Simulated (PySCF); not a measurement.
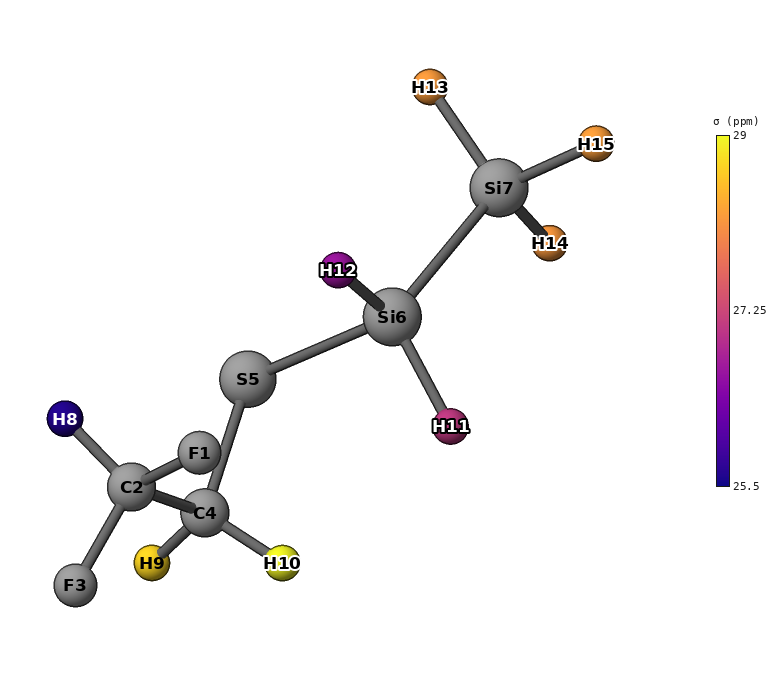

Atoms are coloured by their isotropic NMR shieldings (H only, the others grey). Computed geometry: GFN2-xTB optimisation. No frequency run is at hand to confirm it as a minimum. Properties computed with GIAO PBE0/pcSseg-1 NMR shielding, non-relativistic, gas phase (PySCF 2.14.0).

**Which H atom is the most shielded (lowest chemical shift)?**

H10 (28.97 ppm).

**Which H atom is the least shielded (highest chemical shift)?**

H8 (25.62 ppm).

**How wide is the range of H shifts?**

3.35 ppm.

Give the isotropic NMR shieldings of the H atoms atom by atom.

| atom | σ (ppm) |
| --- | --- |
| H8 | 25.62 |
| H9 | 28.71 |
| H10 | 28.97 |
| H11 | 27.11 |
| H12 | 26.67 |
| H13 | 28.18 |
| H14 | 28.15 |
| H15 | 28.21 |

The geometry is semi-empirical. Around Si such bond lengths and angles can be off by a tenth of an ångström or more and by several degrees, and values that hang on the shape move with them.
